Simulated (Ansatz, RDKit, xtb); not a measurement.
# C3H6FNO: which of the isomers drawn lies lowest?, part 2 of 2

Which of a sample of isomers of C3H6FNO is the most stable in the gas at 298.15 K, and what are its properties? The sample is small against all isomers, and the most stable one of this formula need not be in it.

xtb, Ansatz and PySCF; isolated molecules. Earlier steps stand in the parts before.

## 6. The relaxed candidates

| label | spin | r2SCAN-D4/def2-SVP (kcal/mol) | B3LYP/def2-SVP, relaxed (kcal/mol) | time |
| --- | --- | --- | --- | --- |
| c595a | singlet | 1.3 | 0.0 | 59 s |
| c920a | singlet | 0.0 | 1.4 | 23 s |
| c919a | singlet | 3.4 | 4.6 | 28 s |

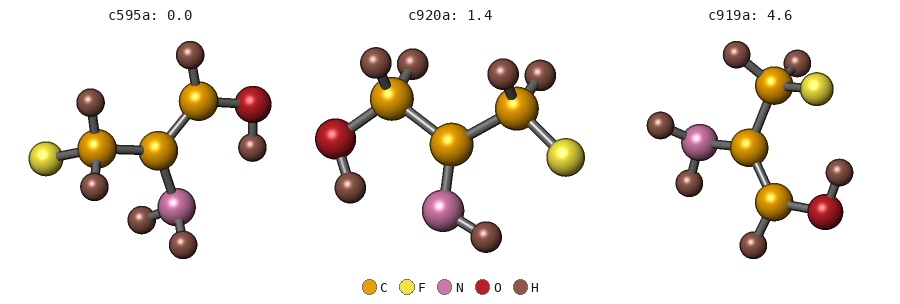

The relaxed structures, with energies at B3LYP/def2-SVP in kcal/mol.

## 7. Are they minima? Harmonic frequencies

The lowest few go on as finalists. In this search the thermal terms come from GFN2-xTB at its own nearest minimum. The first, c595a:

Input file start.xyz:

```xyz
12
c595a
C      0.473706    -0.007783     0.357452
C     -0.448882    -0.895085     0.787847
C      1.402620     0.727784     1.255746
F      2.730375     0.390039     0.973255
N      0.556852     0.158240    -1.068989
O     -1.260273    -1.548971    -0.050906
H      1.505495    -0.035715    -1.396001
H      0.346186     1.117989    -1.352691
H     -0.607531    -1.136838     1.842834
H     -0.972352    -1.242056    -0.939576
H      1.325067     1.823011     1.114132
H      1.197745     0.497707     2.315394
```

The run is started by

```
$ xtb start.xyz --gfn 2 --ohess tight
```

Standard output, cut to the lines that bear on the results:

```text
* xtb version 6.7.1
[...]
          :  # basis functions                  30          :
[...]
          :  # electrons                        36          :
[...]
          :  Hamiltonian                  GFN2-xTB          :
[...]
          :  net charge                          0          :
          :  unpaired electrons                  0          :
[...]
   *** convergence criteria satisfied after 10 iterations ***
[...]
   *** GEOMETRY OPTIMIZATION CONVERGED AFTER 49 ITERATIONS ***
[...]
   *** convergence criteria satisfied after 3 iterations ***
[...]
         ::                     SUMMARY                     ::
         :::::::::::::::::::::::::::::::::::::::::::::::::::::
         :: total energy             -21.166317299780 Eh    ::
         :: gradient norm              0.000133781472 Eh/a0 ::
         :: HOMO-LUMO gap              4.420667809074 eV    ::
         ::.................................................::
         :: SCC energy               -21.368048068777 Eh    ::
         :: -> isotropic ES            0.041637051377 Eh    ::
         :: -> anisotropic ES          0.002936318790 Eh    ::
         :: -> anisotropic XC          0.000611601364 Eh    ::
         :: -> dispersion             -0.006083678084 Eh    ::
         :: repulsion energy           0.201730768996 Eh    ::
         :: add. restraining           0.000000000000 Eh    ::
         :: total charge              -0.000000000000 e     ::
         :::::::::::::::::::::::::::::::::::::::::::::::::::::
[...]
        18        2.0000           -0.3579897              -9.7414 (HOMO)
        19                         -0.1955332              -5.3207 (LUMO)
[...]
molecular dipole:
                 x           y           z       tot (Debye)
 q only:       -0.426       0.355      -0.402
   full:       -0.201       0.398      -0.482       1.670
molecular quadrupole (traceless):
[...]
          | TOTAL ENERGY              -21.166317299780 Eh   |
          | TOTAL ENTHALPY            -21.067077241394 Eh   |
          | TOTAL FREE ENERGY         -21.106038186325 Eh   |
          | GRADIENT NORM               0.000133564783 Eh/α |
[...]
```

Wall time 0.23 s (2 threads of Arm Neoverse V2, shared host).

## 8. Zero-point energy and free-energy terms

As xtb prints them, at 298.15 K, with its own treatment of low modes:

| label | SMILES | spin | lowest mode (cm⁻¹) | zero-point (kcal/mol) | G − E (kcal/mol) |
| --- | --- | --- | --- | --- | --- |
| c595a | N/C(=C\O)CF | singlet | 65 | 57.2 | 37.8 |
| c920a | N=C(CO)CF | singlet | 55 | 56.8 | 37.3 |
| c919a | N/C(=C/O)CF | singlet | 44 | 57.4 | 38.2 |

## 9. The final energy

Each finalist gets a single point at CCSD(T)/def2-SVP + MP2/def2-TZVPP - MP2/def2-SVP.

c595a, CCSD(T)/def2-SVP:

Input file input.yaml:

```yaml
basis:
  gaussian:
    orbitals: def2-SVP
crystal:
  periodic: [false, false, false]
  atoms:
    - {symbol: C, position_ang: [0.473706, -0.007783, 0.357452]}
    - {symbol: C, position_ang: [-0.448882, -0.895085, 0.787847]}
    - {symbol: C, position_ang: [1.402620, 0.727784, 1.255746]}
    - {symbol: F, position_ang: [2.730375, 0.390039, 0.973255]}
    - {symbol: "N", position_ang: [0.556852, 0.158240, -1.068989]}
    - {symbol: O, position_ang: [-1.260273, -1.548971, -0.050906]}
    - {symbol: H, position_ang: [1.505495, -0.035715, -1.396001]}
    - {symbol: H, position_ang: [0.346186, 1.117989, -1.352691]}
    - {symbol: H, position_ang: [-0.607531, -1.136838, 1.842834]}
    - {symbol: H, position_ang: [-0.972352, -1.242056, -0.939576]}
    - {symbol: H, position_ang: [1.325067, 1.823011, 1.114132]}
    - {symbol: H, position_ang: [1.197745, 0.497707, 2.315394]}
correlation:
  method: ccsd_t
  frozen_orbitals: {C: 1, H: 0, O: 1, "N": 1, F: 1}
```

The run is started by

```
$ ansatz run input.yaml --threads 2 --pin off --max-ram 5220MiB --events-out events.jsonl --progress --plain --runs-dir runs
```

Standard output, cut to the lines that bear on the results:

```text
Warning: RAYON_NUM_THREADS=2 ignored (pool sized by the plan → 2); use --threads N
Functional definition: HF
  name "HF"
[...]
1153 factors; integrals over basis functions are off by at most 1.2e-3 eV
[...]
mean field -9402.83610295 eV, -345.5478533123 hartree, gradient 1.4e-6 eV, S^2 0.000000; 0 other end points of the search recorded, 0 dependent functions left out
6 core orbitals not correlated: weight in the atoms' cores, before any rotation towards them, 1.000 or more for the frozen orbitals, at most 0.000 for the correlated occupied ones
reference -9402.83610295 eV, -345.5478533123 hartree; 18, 18 occupied and 90, 90 virtual orbitals, 1153 factors
second order -25.66448843 eV of doubles, -0.00000000 eV of singles
cycle   1  -26.08597559 eV  change   -4.2e-1 eV  update   1.1e-1
[...]
cycle   9  -26.84468896 eV  change   -1.4e-6 eV  update   3.5e-5
perturbative correction -0.77099563 eV, -0.0283335667 hartree
Total energy: -9430.45178754 eV, -346.5627110024 hartree
```

Wall time 21 s (2 threads of Arm Neoverse V2, shared host); peak memory 0.68 GiB.

## 10. c595a at MP2/def2-TZVPP

input.yaml: that of step 9 with these lines changed.

```diff
@@ -2,3 +2,3 @@
   gaussian:
-    orbitals: def2-SVP
+    orbitals: def2-TZVPP
 crystal:
@@ -18,4 +18,5 @@
     - {symbol: H, position_ang: [1.197745, 0.497707, 2.315394]}
+total_charge: 0
 correlation:
-  method: ccsd_t
+  method: mp2
   frozen_orbitals: {C: 1, H: 0, O: 1, "N": 1, F: 1}
```

The run is started by

```
$ ansatz run input.yaml --threads 2 --pin off --max-ram 5220MiB --events-out events.jsonl --progress --plain --runs-dir runs
```

Standard output:

```text
Warning: RAYON_NUM_THREADS=2 ignored (pool sized by the plan → 2); use --threads N
[... 2 set-up lines as earlier in the session ...]
  exchange = exact_x
  correlation = 0
1655 factors; integrals over basis functions are off by at most 1.2e-3 eV
mean field evaluation 1: about -9409.8072 eV, gradient 4.2e1 eV
mean field evaluation 2: about -9410.1216 eV, gradient 4.2e1 eV
mean field evaluation 4: about -9413.9998 eV, gradient 4.8e0 eV
mean field evaluation 8: about -9414.0688 eV, gradient 3.4e-1 eV
mean field -9414.06924425 eV, -345.9606636409 hartree, gradient 5.8e-6 eV, S^2 0.000000; 0 other end points of the search recorded, 0 dependent functions left out
6 core orbitals not correlated: weight in the atoms' cores, before any rotation towards them, 1.000 or more for the frozen orbitals, at most 0.000 for the correlated occupied ones
reference -9414.06924425 eV, -345.9606636409 hartree; 18, 18 occupied and 246, 246 virtual orbitals, 1655 factors
second order -32.44890995 eV of doubles, -0.00000000 eV of singles
Total energy: -9446.51815420 eV, -347.1531390870 hartree
```

Run time: 8.1 s. Hardware: 2 threads of Arm Neoverse V2, shared host; peak memory 0.72 GiB.

## 11. c920a at CCSD(T)/def2-SVP

Input file input.yaml:

```yaml
crystal:
  periodic: [false, false, false]
  atoms:
    - {symbol: C, position_ang: [0.074117, -0.688661, 0.544992]}
    - {symbol: C, position_ang: [1.034340, -1.784738, 0.967266]}
    - {symbol: C, position_ang: [-0.937299, -0.203397, 1.558129]}
    - {symbol: F, position_ang: [-1.727040, 0.786627, 1.019580]}
    - {symbol: "N", position_ang: [0.179291, -0.242614, -0.638113]}
    - {symbol: O, position_ang: [1.902143, -2.127986, -0.061920]}
    - {symbol: H, position_ang: [-0.510680, 0.492662, -0.826637]}
    - {symbol: H, position_ang: [1.586880, -1.435075, 1.866758]}
    - {symbol: H, position_ang: [0.436631, -2.659533, 1.304881]}
    - {symbol: H, position_ang: [1.649254, -1.547206, -0.806753]}
    - {symbol: H, position_ang: [-1.580422, -1.041461, 1.883290]}
    - {symbol: H, position_ang: [-0.419730, 0.193056, 2.450693]}
basis:
  gaussian:
    orbitals: def2-SVP
magnetization:
  spin_polarized: false
correlation:
  method: ccsd_t
  frozen_orbitals: {C: 1, H: 0, O: 1, "N": 1, F: 1}
```

The run is started by

```
$ ansatz run input.yaml --threads 2 --pin off --max-ram 5220MiB --events-out events.jsonl --progress --plain --runs-dir runs
```

Standard output, cut to the lines that bear on the results:

```text
Warning: RAYON_NUM_THREADS=2 ignored (pool sized by the plan → 2); use --threads N
[... 2 set-up lines as earlier in the session ...]
[...]
1152 factors; integrals over basis functions are off by at most 1.3e-3 eV
[...]
mean field -9402.88176932 eV, -345.5495315202 hartree, gradient 8.5e-7 eV, S^2 0.000000; 0 other end points of the search recorded, 0 dependent functions left out
6 core orbitals not correlated: weight in the atoms' cores, before any rotation towards them, 1.000 or more for the frozen orbitals, at most 0.000 for the correlated occupied ones
reference -9402.88176932 eV, -345.5495315202 hartree; 18, 18 occupied and 90, 90 virtual orbitals, 1152 factors
second order -25.58221805 eV of doubles, -0.00000000 eV of singles
cycle   1  -26.04110692 eV  change   -4.6e-1 eV  update   1.1e-1
[...]
cycle   9  -26.81441135 eV  change   -9.1e-6 eV  update   2.2e-5
perturbative correction -0.76247311 eV, -0.0280203699 hartree
Total energy: -9430.45865377 eV, -346.5629633316 hartree
```

Wall time 20 s (2 threads of Arm Neoverse V2, shared host); peak memory 0.68 GiB.

## 12. Putting it together

Energies in kcal/mol from c920a; G adds the thermal terms to the CCSD(T)/def2-SVP + MP2/def2-TZVPP - MP2/def2-SVP energy. The columns left of the relaxed level are at the tight-binding geometries.

| label | SMILES | spin | GFN2-xTB | HF/STO-3G | r2SCAN-D4/def2-SVP | B3LYP/def2-SVP | HF/def2-SVP | MP2/def2-SVP | CCSD(T)/def2-SVP + MP2/def2-TZVPP - MP2/def2-SVP | G | share at equilibrium | T1 |
| --- | --- | --- | --- | --- | --- | --- | --- | --- | --- | --- | --- | --- |
| c920a | N=C(CO)CF | singlet | 0.0 | 0.0 | 0.0 | 0.0 | 0.0 | 0.0 | 0.0 | 0.0 | 82.2 % | 0.011 |
| c595a | N/C(=C\O)CF | singlet | -1.7 | 7.1 | 1.3 | -1.4 | 1.1 | -0.8 | 0.3 | 0.9 | 17.8 % | 0.012 |
| c919a | N/C(=C/O)CF | singlet | -2.0 | 6.1 | 3.4 | 3.2 | 5.4 | 4.6 | 5.9 | 6.8 | < 0.1 % | 0.012 |

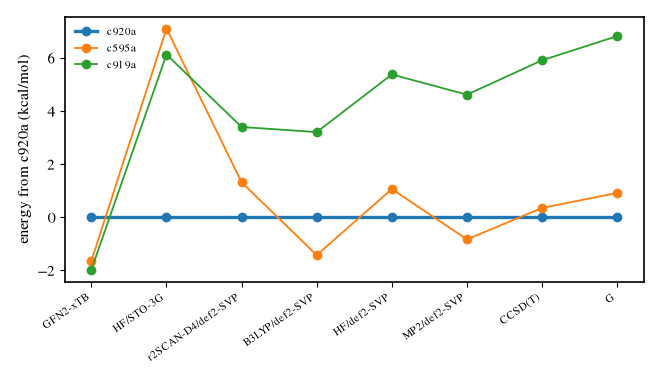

The finalists at each level, measured from c920a.

Lowest found: c920a, `N=C(CO)CF`, a singlet. Bond lengths: C1–C2 1.517 Å, C1–C3 1.512 Å, C3–F4 1.376 Å, C1–N5 1.269 Å, C2–O6 1.389 Å, N5–H7 1.026 Å, C2–H8 1.112 Å, C2–H9 1.112 Å, O6–H10 0.978 Å, C3–H11 1.105 Å, C3–H12 1.105 Å. Some angles: C1–C2–O6 111.6°, C2–C1–C3 118.0°, C2–C1–N5 117.5°, C3–C1–N5 124.6°, C1–C3–F4 110.6°, C1–C2–H8 108.2°, C1–C2–H9 108.2°, O6–C2–H8 111.5°, O6–C2–H9 111.5°, C1–C3–H11 110.1°.

```xyz
12

C     0.0741   -0.6887    0.5450
C     1.0343   -1.7847    0.9673
C    -0.9373   -0.2034    1.5581
F    -1.7270    0.7866    1.0196
N     0.1793   -0.2426   -0.6381
O     1.9021   -2.1280   -0.0619
H    -0.5107    0.4927   -0.8266
H     1.5869   -1.4351    1.8668
H     0.4366   -2.6595    1.3049
H     1.6493   -1.5472   -0.8068
H    -1.5804   -1.0415    1.8833
H    -0.4197    0.1931    2.4507
```

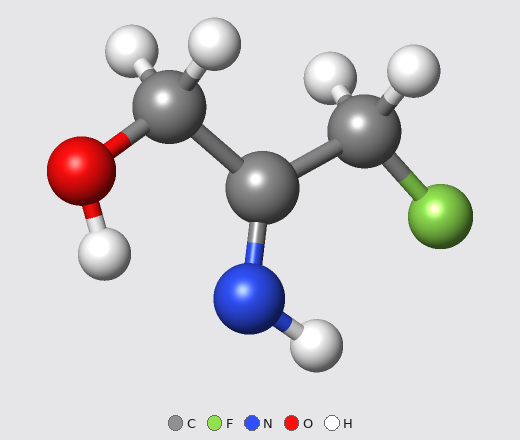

The lowest structure found, seen from a chosen angle (carbon grey, fluorine green, nitrogen blue, oxygen red, hydrogen white).

## 13. Summary of results

What follows sums up all 2 parts.

| quantity | value |
| --- | --- |
| lowest structure found | N=C(CO)CF, singlet |
| next finalist | N/C(=C\O)CF, singlet, 0.9 kcal/mol higher in G |
| share at equilibrium, among the finalists | 82.2 % |
| funnel | 8 starts, 7 minima at GFN2-xTB from these starts (9 with those found later), 8 screening runs, 3 relaxed, 3 ranked |
| CPU time of all runs | 7.1 min |

In words: The lowest structure found is `N=C(CO)CF`. Its margin of 0.9 kcal/mol is inside the likely error of CCSD(T)/def2-SVP + MP2/def2-TZVPP - MP2/def2-SVP with harmonic terms (about 1.5 kcal/mol), so the order of the first two is not settled. HF/STO-3G, r2SCAN-D4/def2-SVP and HF/def2-SVP already put its bonding pattern lowest among the structures in one piece; GFN2-xTB favours the singlet N/C(=C/O)CF (c919b, not a finalist); B3LYP/def2-SVP and MP2/def2-SVP favour the singlet N/C(=C\O)CF. The largest share of the time went into the relaxations (49 % of the CPU time that the search's summary counts). One minimum inside the window was never screened. The search is not exhaustive (a finite list of starts, one conformer a finalist), so a lower isomer can't be ruled out. Only 3 drawn patterns were tried, so whole families of isomers are missing, and the result ranks this sample alone. The lowest isomer need not be the one that is made and kept in a bottle, which depends on barriers.
